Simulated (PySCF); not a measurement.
```yaml
atoms:
  - { symbol: Cs, position_ang: [0.0000, 0.0000, -1.7492] }
  - { symbol: Sb, position_ang: [0.0000, 0.0000, 1.9228] }
```

Core potentials replace the inner electrons of Cs and Sb.

All numbers below come from PBE0/def2-SVP, non-relativistic Hamiltonian with scalar-relativistic core potentials where named, at a bond length of 3.672 Å (PySCF).

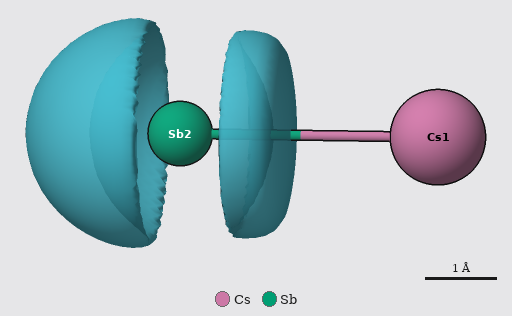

CsSb (triplet). Isosurface of the electron localisation function at 0.75 (cyan), seen from one side. Only the valence region is drawn (cores and ρ < 0.01 e/Å³ removed).

Question: Where are the electrons localised?

Answer: The ELF exceeds this value in one lobe of the valence shell of Sb pointing towards Cs and one lobe on Sb, pointing away from the bonds (non-bonding electrons). Along the contacts the grid gives the following. Cs–Sb (3.67 Å): the ELF peaks at about 0.80 in the valence shell of Sb, 1.5 Å from its nucleus, and is about 0.30 at the midpoint.
